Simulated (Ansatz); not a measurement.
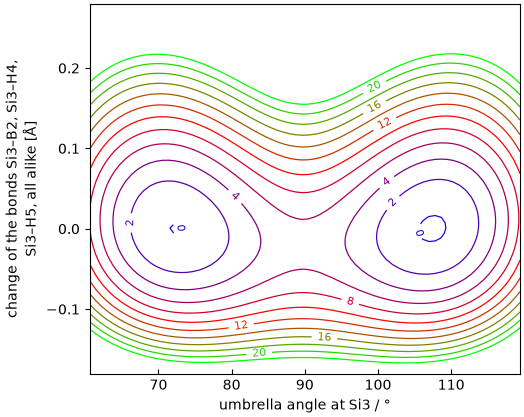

Energy landscape of BH₂OSi, SMILES [O]B=[SiH2], spin multiplicity 2. Coordinates scanned: (1) umbrella angle at Si3 (between each of its bonds and their common axis; 90 is planar); (2) change of the bonds Si3–B2, Si3–H4, Si3–H5, all alike. Nothing is relaxed (all other coordinates rigid). Grid: 15 × 15 points. Points are written as (first, second). Energies: kcal/mol, counted from the lowest grid point. Method: UHF/def2-TZVP (Ansatz).

Drawn: contour lines labelled in kcal/mol (none above 22). Between grid points the surface is interpolated. 

Describe this landscape.

Answer. The lowest grid point is at (106.8°, −0.016 Å); the map holds 2 wells of about this depth. The highest grid point, (90.0°, 0.280 Å), lies 47.1 kcal/mol above the lowest. On the interpolated surface the easiest way out of the lowest well to the well at about (72°, 0.00 Å) passes a barrier of about 5.5 kcal/mol, counted from the interpolated bottom of the well. Round the minimum the two coordinates are weakly coupled (coupling −0.14 in units of the two stiffnesses).

Grid values (kcal/mol):

| second ↓, first → | 60.6 | 64.8 | 69.0 | 73.2 | 77.4 | 81.6 | 85.8 | 90.0 | 94.2 | 98.4 | 102.6 | 106.8 | 111.0 | 115.2 | 119.4 |
| --- | --- | --- | --- | --- | --- | --- | --- | --- | --- | --- | --- | --- | --- | --- | --- |
| 0.280 | 38.8 | 35.1 | 33.8 | 34.7 | 37.4 | 41.4 | 45.4 | 47.1 | 45.1 | 41.1 | 37.1 | 34.5 | 33.7 | 35.2 | 39.0 |
| 0.247 | 32.6 | 28.9 | 27.4 | 28.2 | 30.7 | 34.5 | 38.2 | 39.8 | 38.0 | 34.2 | 30.4 | 28.0 | 27.4 | 28.9 | 32.8 |
| 0.214 | 27.0 | 23.0 | 21.5 | 22.1 | 24.5 | 28.0 | 31.5 | 33.0 | 31.3 | 27.7 | 24.2 | 21.9 | 21.4 | 23.1 | 27.2 |
| 0.181 | 21.8 | 17.7 | 16.1 | 16.5 | 18.7 | 22.1 | 25.3 | 26.6 | 25.1 | 21.7 | 18.5 | 16.3 | 16.0 | 17.8 | 22.0 |
| 0.148 | 17.3 | 13.1 | 11.3 | 11.6 | 13.6 | 16.7 | 19.6 | 20.8 | 19.4 | 16.4 | 13.3 | 11.4 | 11.2 | 13.2 | 17.6 |
| 0.115 | 13.5 | 9.2 | 7.2 | 7.3 | 9.2 | 12.0 | 14.7 | 15.8 | 14.5 | 11.7 | 8.9 | 7.1 | 7.1 | 9.3 | 13.8 |
| 0.082 | 10.6 | 6.1 | 4.0 | 3.9 | 5.6 | 8.1 | 10.6 | 11.6 | 10.4 | 7.9 | 5.3 | 3.8 | 3.9 | 6.2 | 10.9 |
| 0.049 | 8.7 | 4.0 | 1.7 | 1.5 | 2.9 | 5.2 | 7.5 | 8.3 | 7.3 | 5.0 | 2.6 | 1.3 | 1.7 | 4.1 | 9.0 |
| 0.016 | 7.9 | 3.1 | 0.6 | 0.2 | 1.4 | 3.4 | 5.4 | 6.2 | 5.2 | 3.2 | 1.1 | 0.0 | 0.6 | 3.2 | 8.2 |
| −0.016 | 8.4 | 3.4 | 0.8 | 0.2 | 1.1 | 2.9 | 4.7 | 5.3 | 4.5 | 2.7 | 0.9 | 0.0 | 0.7 | 3.6 | 8.8 |
| −0.049 | 10.5 | 5.3 | 2.4 | 1.6 | 2.3 | 3.9 | 5.4 | 5.9 | 5.2 | 3.6 | 2.1 | 1.4 | 2.4 | 5.4 | 10.8 |
| −0.082 | 14.2 | 8.8 | 5.8 | 4.7 | 5.2 | 6.5 | 7.7 | 8.2 | 7.6 | 6.2 | 4.9 | 4.6 | 5.8 | 8.9 | 14.5 |
| −0.115 | 19.9 | 14.3 | 11.1 | 9.8 | 10.0 | 11.0 | 12.1 | 12.5 | 11.9 | 10.8 | 9.8 | 9.7 | 11.1 | 14.5 | 20.2 |
| −0.148 | 27.8 | 22.0 | 18.6 | 17.1 | 17.0 | 17.8 | 18.6 | 19.0 | 18.5 | 17.6 | 16.8 | 17.0 | 18.6 | 22.2 | 28.2 |
| −0.181 | 38.3 | 32.3 | 28.7 | 27.0 | 26.6 | 27.1 | 27.7 | 28.0 | 27.6 | 26.9 | 26.4 | 26.8 | 28.7 | 32.5 | 38.7 |

Each point was launched as `ansatz run input.yaml --threads 1 --pin off --max-ram 2560MiB --backend cpu --events-out ev --progress --plain --runs-dir out`. The whole map (225 points run) took 6.2 min on 1 thread of Arm Neoverse V2 (shared host).
